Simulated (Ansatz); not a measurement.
BrH3NSi (charge +1)

```xyz
6

Br    2.7049   -2.4818    0.3728
N     0.4048   -1.3266   -1.3709
Si    1.8255   -2.7845   -1.6178
H    -0.2061   -1.2282   -2.1938
H    -0.2069   -1.5125   -0.5624
H     0.8240   -0.4015   -1.1952
```

Geometry: r2SCAN-D4/def2-SVP.

Method: isolated molecule in a Gaussian basis; Kohn-Sham density functional theory, functional PBE0 (Ansatz).

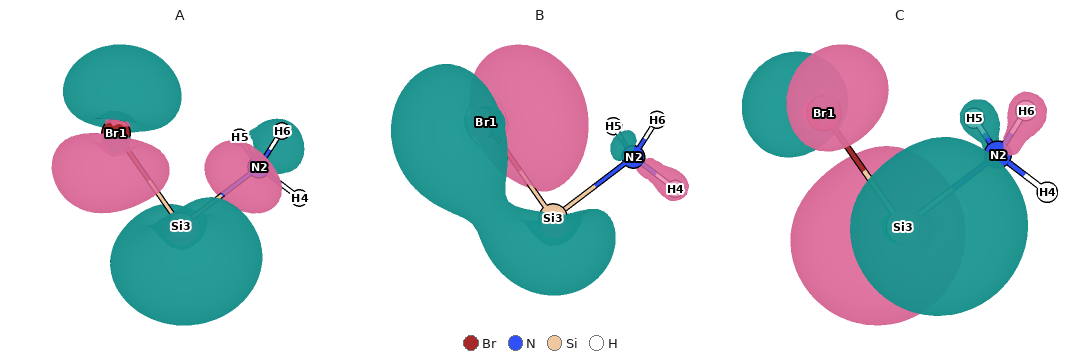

Figure 1. Three frontier orbitals at ±0.1 Å⁻³ᐟ² (teal and pink are the two phases), in no order.

**Order the three orbitals by energy and name them.**

B is the HOMO−1 (−14.11 eV). It lies mainly on Br1 (about 75 %) and Si3 (about 20 %). A is the HOMO (−13.04 eV). It lies mainly on Si3 (about 50 %), Br1 (about 35 %) and N2 (about 10 %). C is the LUMO (−8.17 eV). Its weight (Hirshfeld) is mainly on Si3 (about 75 %) and Br1 (about 15 %).

**What is the HOMO–LUMO gap?**

4.87 eV between the orbital energies.

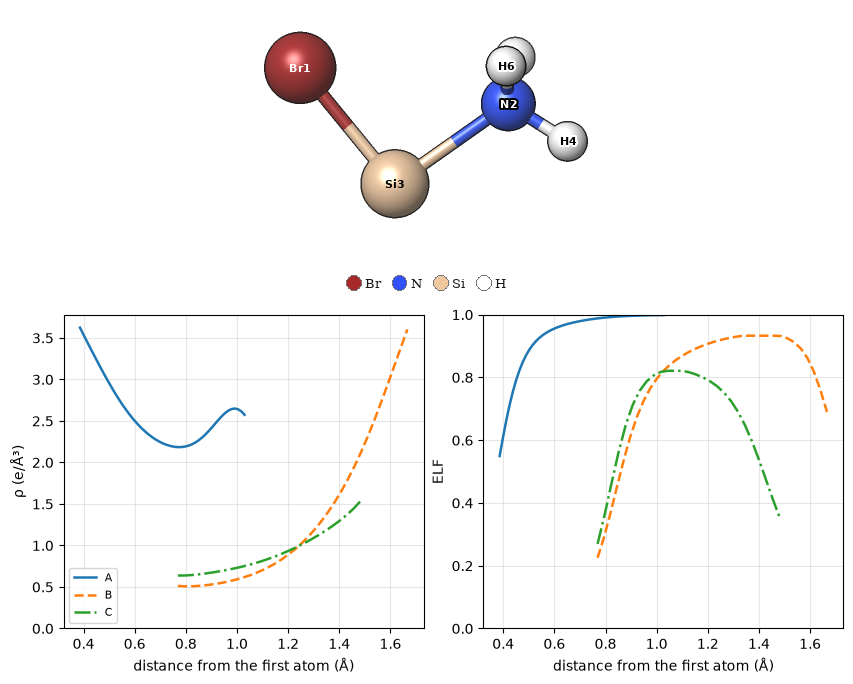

Figure 2. Total electron density and ELF along straight lines between neighbouring atoms. The curves leave out the atomic cores. The structure is drawn too.

**Which curve belongs to which contact (N–H, Si–Br and Si–N)? The first atom named is at distance zero.**

Curve A: N–H (1.03 Å): ρ is about 2.9 e/Å³ halfway; the ELF climbs to about 1 towards the hydrogen, as it does in any bond to H: an ordinary covalent bond to hydrogen. Curve B: Si–N (2.05 Å): ρ is about 0.61 e/Å³ halfway, with its minimum of 0.51 e/Å³ about 0.8 Å from Si; the ELF peaks at about 0.95 between the atoms: a shared but strongly polarised pair. Curve C: Si–Br (2.20 Å): the density is about 0.81 e/Å³ at the midpoint; the ELF peaks at about 0.80 between the atoms; a polar covalent bond.

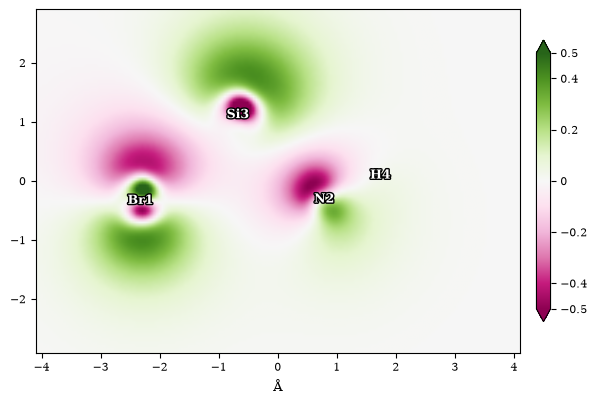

Figure 3. The HOMO on the plane of atoms Br1, Si3 and N2 (values in Å⁻³ᐟ²; the overall sign is arbitrary).

**Where does this orbital lie, and at what energy?**

By Hirshfeld shares it lies mainly on Si3 (about 50 %), Br1 (about 35 %) and N2 (about 10 %). Its energy is −13.04 eV.
